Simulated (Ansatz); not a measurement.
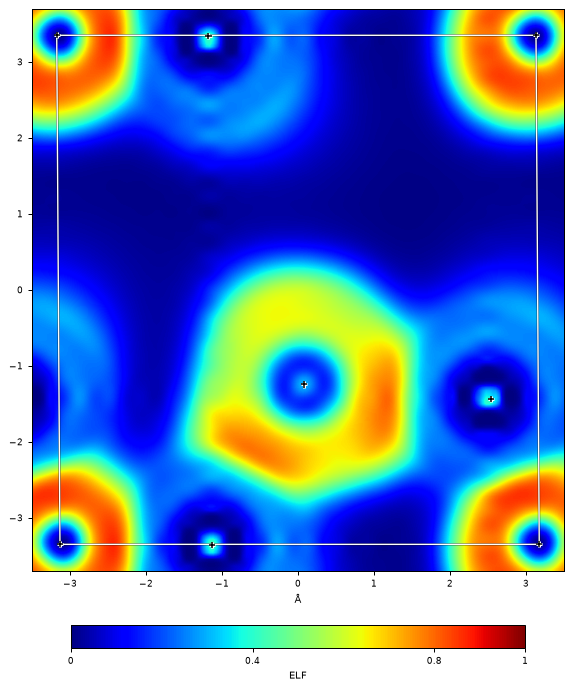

The electron localisation function on a plane through atoms (crosses mark nuclei in the plane).

Computed with DFT, PBE, plane waves, PAW (Ansatz 0.2.0).

Candidates:
A. AlGa3As4, a = 5.67 Å, b = 5.67 Å, c = 5.67 Å, α = 90.00°, β = 90.00°, γ = 90.00°. Space group P-43m; started from the ordered alloy on zincblende lattice prototype, which need not be the ambient phase; computed pressure about 3 GPa in this cell.
B. Ga4As3N, a = 6.31 Å, b = 3.84 Å, c = 6.70 Å, α = 90.00°, β = 90.36°, γ = 90.00°. Space group Pm; started from the ordered alloy on wurtzite lattice prototype, which need not be the ambient phase.

Q: Which system is this?

A: Candidate B: Ga4As3N on the (010) plane of the conventional cell, which holds N, As and Ga. Ga–N (2.00 Å): the ELF peaks at about 0.85 in the valence shell of N, 0.7 Å from its nucleus, and is about 0.50 at the midpoint. Ga–As (2.44 Å): the ELF peaks at about 0.80 between the atoms (a covalent bond).
